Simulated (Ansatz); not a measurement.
# How NaI (Fm-3m) expands on warming, part 2 of 5

How much does NaI expand with temperature?

Experimental results on record:
- volume expansion coefficient 135 1e-6/K near room temperature (given in “Descriptors for thermal expansion in solids”, 2017, arXiv:1701.03966)

Ansatz 0.2.0; DFT LDA, scalar-relativistic, plane waves, PAW.

So far. Step 2 (A first coarse run): The start is under -1.6 GPa at this level and looks like an insulator or semiconductor on this mesh.

## 4. A second relaxation

The relaxation is run once more from where the first one ended, as the script does after a large change of volume or of the gap, with mesh and occupations reviewed.

Input file input.yaml:

```yaml
crystal:
  lattice:
    - [0.0, 3.1312689517, 3.1312689517]
    - [3.1312689517, 0.0, 3.1312689517]
    - [3.1312689517, 3.1312689517, 0.0]
  atoms:
    - { symbol: Na, position: [0.0, 0.0, 0.0] }
    - { symbol: I, position: [0.5, 0.5, 0.5] }
kpoints:
  mp_grid: { grid: [6, 6, 6] }
hamiltonian:
  xc: lda
scf:
  occupations: { method: gaussian, width: 0.02 }
output:
  forces: true
  stress: true
  eigenvalues: true
  write_density: true
  write_potential: true
  elf: true
  volumetric_format: npy
relax:
  adjacent_minimum: "off"
  f_tol: 0.005
  max_steps: 80
  cell: { stress_tol: 0.05 }
```

Run with:

```bash
$ ansatz run input.yaml --threads 4 --pin off --max-ram 16384MiB --backend cpu --events-out ev --progress --plain --runs-dir out
```

Numbers of over 12 decimals in the logs are rounded to 6 here.

Output:

```text
[...]
Crystal: 2 atoms, lattice volume = 61.403 Å³
Basis set: ecut = 420 eV, 1243 PW (Γ)
Bands: 17, of which v1, the nominal top of the filled ones, is band 13 counted from 1 (12 counted from 0)
Symmetry: 48 space group operations
[...]
k-points: 16 of 216
[...]
SCF iter   1: F=—  HF=-8825.016280 eV  |F-HF|=—  |Δ(HF+E_count)|=         —  Δρ=5.63e-3  dr2=7.48e-3  ethr=1.77e-3  ⟨swp⟩=6.2  Hψ=1468  notcnv=0
[...]
SCF iter   6: F=-8825.010782 eV  HF=-8825.010782 eV  |F-HF|=4.31e-9  |Δ(HF+E_count)|=   2.91e-8  Δρ=2.56e-6  dr2=5.20e-9  ethr=9.92e-11  ⟨swp⟩=6.7  Hψ=1857  notcnv=0
SCF 1 converged in 6 iterations: F = -8825.010782 eV  dr2 = 5.20e-9
[...]
relax step   1: F+E_penalty+E_count = -8825.01078197 eV  Δ(F+E_penalty+E_count) = +0.000e0 eV  max|allowed force component| = 3.180e-29 eV/Å  Δτ_max = 0.0000 Å  P = -0.024 GPa  Ω = 61.403 Å³  (6 SCF iters, dr2 threshold 1.00e-7 eV, accepted)
[...]
SCF iter   6: F=-8825.010782 eV  HF=-8825.010782 eV  |F-HF|=1.09e-11  |Δ(HF+E_count)|=  7.28e-12  Δρ=1.53e-7  dr2=1.07e-11  ethr=1.00e-12  ⟨swp⟩=6.3  Hψ=1116  notcnv=0
SCF 2 converged in 6 iterations: F = -8825.010782 eV  dr2 = 1.07e-11
relax step   2: F+E_penalty+E_count = -8825.01078197 eV  Δ(F+E_penalty+E_count) = -2.206e-9 eV  max|allowed force component| = 3.274e-29 eV/Å  Δτ_max = 0.0000 Å  P = -0.024 GPa  Ω = 61.403 Å³  stress off target by 2.41e-2 GPa  SCF on the basis re-selected at this cell (its energy is not comparable with the rows above)  (6 SCF iters)
basis re-selected at this cell: Δ(F+E_penalty+E_count) = -2.206e-9 eV, ΔP = -0.000 GPa vs the last step (what re-selecting the basis moved, of the pressure what is left beyond the Pulay correction that the steps carried, after the strain that the cell walked since its last selection, with what the two solves' SCF thresholds leave and, on support functions, any second-order correction that the steps lacked; it is no m [...]
SCF converged after 6 iterations
Free energy (F): -8825.010782 eV
[...]
Internal energy: -8825.010782 eV  (E = F + TS)
E sigma→0 (E₀):  -8825.010782 eV
Fermi energy:    5.545333 eV
[...]
--- Stress (GPa, compression-positive) ---
       -0.024073      -0.000000       0.000000
        0.000000      -0.024073      -0.000000
        0.000000      -0.000000      -0.024073
  P = ⅓ Tr σ = -0.0241 GPa (-0.241 kbar)
--- Band table (eV; the first three rows and the last of 16) ---
  k-point 0: bands = [... 9 lower, -7.6655, 3.7374, 3.7374, 3.7374, 7.3531, 11.5741, 11.5741, 11.5741]
  k-point 1: bands = [... 9 lower, -7.5683, 2.8404, 3.6419, 3.6419, 8.2445, 11.0930, 11.8063, 11.8063]
  k-point 2: bands = [... 9 lower, -7.3593, 1.6170, 3.4660, 3.4660, 8.7177, 11.4034, 11.4034, 12.0363]
  k-point 15: bands = [... 9 lower, -7.1380, 1.7130, 2.3845, 2.6456, 9.0615, 10.0575, 12.4680, 12.4963]
--- Relaxed structure (1 steps of the walk, 1 accepted, 1 SCFs on fresh bases) ---
[...]
cell:  # Å, volume = 61.4032 Å³
    - [0.0, 3.1312689517, 3.1312689517]
    - [3.1312689517, 0.0, 3.1312689517]
    - [3.1312689517, 3.1312689517, 0.0]
  atoms:
    - { symbol: Na, position: [0.0, 0.0, 0.0] }
    - { symbol: I, position: [0.5, 0.5, 0.5] }
```

Run time: 1.4 s. Hardware: 4 threads of Arm Neoverse V2, shared host; peak memory 0.3 GiB; 3.2 s of CPU time.

Little changed from the start: no atom moved by 0.005 Å and no cell edge by 0.1 %.

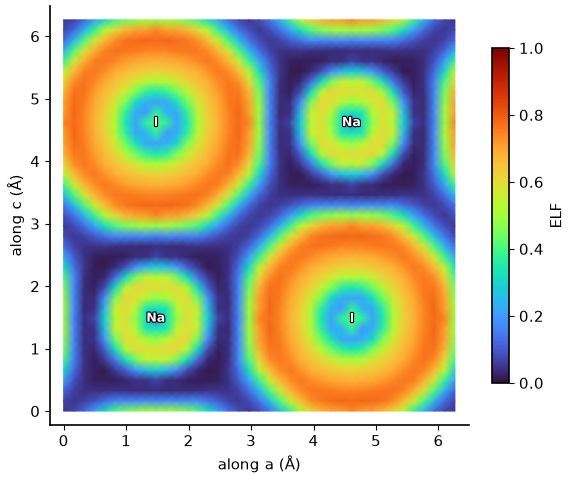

ELF in the ac plane of the conventional cell at fractional y = 0.000, with atoms of Na and I within 0.2 Å of it. It is the smooth field of the valence electrons, not physical close to the nuclei. The map starts off the cell's origin, so that atoms lie inside it.

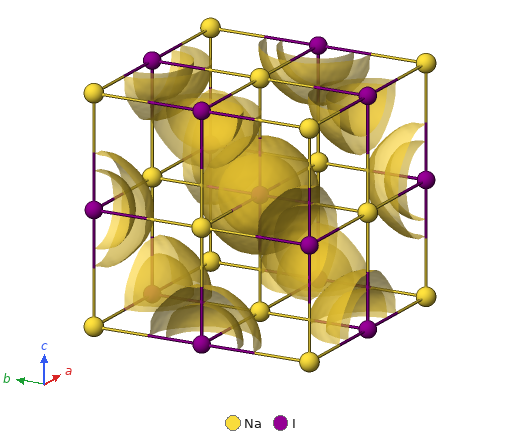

Surface of ELF = 0.7.

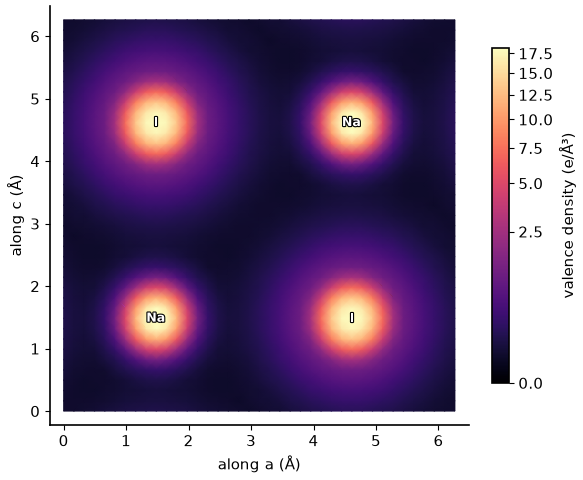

Valence density in the ac plane of the conventional cell at fractional y = 0.000, with atoms of Na and I within 0.2 Å of it. It is the smooth field of the valence electrons, not physical close to the nuclei. The map starts off the cell's origin, so that atoms lie inside it. The colour scale is stretched toward low values.

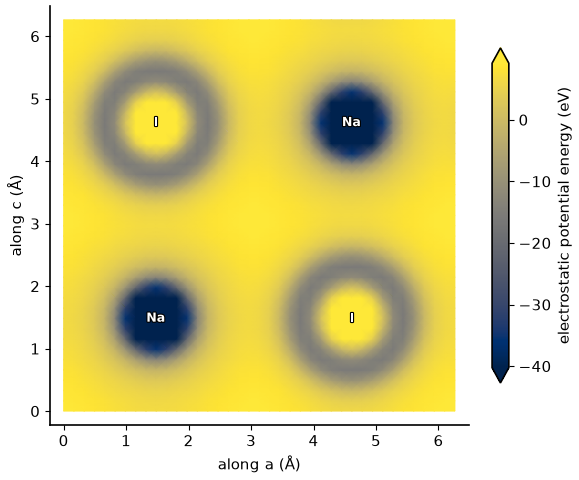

Electrostatic potential energy in the ac plane of the conventional cell at fractional y = 0.000, with atoms of Na and I within 0.2 Å of it. With pseudopotentials it is smooth inside the atoms' cores, unlike the true potential. The map starts off the cell's origin, so that atoms lie inside it.

## 5. Relaxing to small residual forces and stress

The thresholds are tightened for a last relaxation ahead of the phonons, and where mesh or smearing change with them the cell follows.

input.yaml, the sections that differ from step 4:

```yaml
kpoints:
  mp_grid: { grid: [8, 8, 8] }
scf:
  occupations: { method: fixed }
output:
  forces: true
  stress: true
  eigenvalues: true
relax:
  adjacent_minimum: "off"
  f_tol: 0.001
  max_steps: 60
  cell: { stress_tol: 0.01 }
# crystal, hamiltonian: as in step 4
```

Output:

```text
[...]
Crystal: 2 atoms, lattice volume = 61.403 Å³
Basis set: ecut = 420 eV, 1243 PW (Γ)
Bands: 17, of which v1, the nominal top of the filled ones, is band 13 counted from 1 (12 counted from 0)
Symmetry: 48 space group operations
[...]
k-points: 29 of 512
[...]
k-point 28: bands = [... 9 lower, -7.1234, 2.0315, 2.0315, 2.5994, 9.6250, 11.2154, 11.2154, 11.7118]
--- Relaxed structure (3 steps of the walk, 3 accepted, 1 SCFs on fresh bases) ---
[...]
cell:  # Å, volume = 61.3210 Å³
    - [0, 3.129871, 3.129871]
    - [3.129871, 0, 3.129871]
    - [3.129871, 3.129871, 0]
  atoms:
    - { symbol: Na, position: [0, 0, 0] }
    - { symbol: I, position: [0.5, 0.5, 0.5] }
[key lines of the parts left out:]
SCF converged after 8 iterations
Free energy (F): -8825.011081 eV
Fermi energy:    3.750937 eV
P = ⅓ Tr σ = 0.0000 GPa (0.000 kbar)
```

Run time: 2.1 s. Hardware: 4 threads; peak memory 0.33 GiB; 6.9 s of CPU time.

Little changed from the start: no atom moved by 0.005 Å and no cell edge by 0.1 %.

This step gave:

```
pressure          : 3.11e-5 GPa
gap on the k-mesh : 3.620 eV
volume per atom   : 30.66 Å³
```

The residual pressure is 3.1e-5 GPa, small enough for phonons.

## 6. Relaxing at another setting

The functional, the potentials or the cutoff change, so the crystal is relaxed again at the new setting.

input.yaml, the sections that differ from step 5:

```yaml
crystal:
  lattice:
    - [0.0, 3.1298713051, 3.1298713051]
    - [3.1298713051, 0.0, 3.1298713051]
    - [3.1298713051, 3.1298713051, 0.0]
  atoms:
    - { symbol: Na, position: [0.0, 0.0, 0.0] }
    - { symbol: I, position: [0.5, 0.5, 0.5] }
basis:
  ecutwfc: 550.0
# kpoints, hamiltonian, scf, output, relax: as in step 5
```

Output:

```text
[...]
Crystal: 2 atoms, lattice volume = 61.321 Å³
Basis set: ecut = 550 eV, 1807 PW (Γ)
Bands: 17, of which v1, the nominal top of the filled ones, is band 13 counted from 1 (12 counted from 0)
Symmetry: 48 space group operations
[...]
k-points: 29 of 512
[...]
k-point 28: bands = [... 9 lower, -7.1232, 2.0314, 2.0314, 2.5993, 9.6248, 11.2152, 11.2152, 11.7115]
--- Relaxed structure (1 steps of the walk, 1 accepted, 1 SCFs on fresh bases) ---
[...]
cell:  # Å, volume = 61.3210 Å³
    - [0.0, 3.1298713051, 3.1298713051]
    - [3.1298713051, 0.0, 3.1298713051]
    - [3.1298713051, 3.1298713051, 0.0]
  atoms:
    - { symbol: Na, position: [0.0, 0.0, 0.0] }
    - { symbol: I, position: [0.5, 0.5, 0.5] }
[key lines of the parts left out:]
SCF converged after 8 iterations
Free energy (F): -8825.012902 eV
Fermi energy:    3.750884 eV
P = ⅓ Tr σ = 0.0003 GPa (0.003 kbar)
```

Run time: 1.8 s. Hardware: 4 threads; peak memory 0.36 GiB; 5.8 s of CPU time.

Little changed from the start: no atom moved by 0.005 Å and no cell edge by 0.1 %.

Numbers from this step:

```yaml
pressure: 2.64e-4 GPa
```

The residual pressure is 2.6e-4 GPa, small enough for phonons.

(Continued in part 3 of 5.)

[Logs are printed without paths, hosts, clocks, repeated set-up lines and the standing remarks that a program may print on its own settings, such as how far it seeks lower states.]

[Hosts, paths, dates, database ids (printed as entryN), source tags and the programs' standing remarks are cut or masked in the printed files.]

[A step with changed settings may run another functional than the one named; its input shows which.]
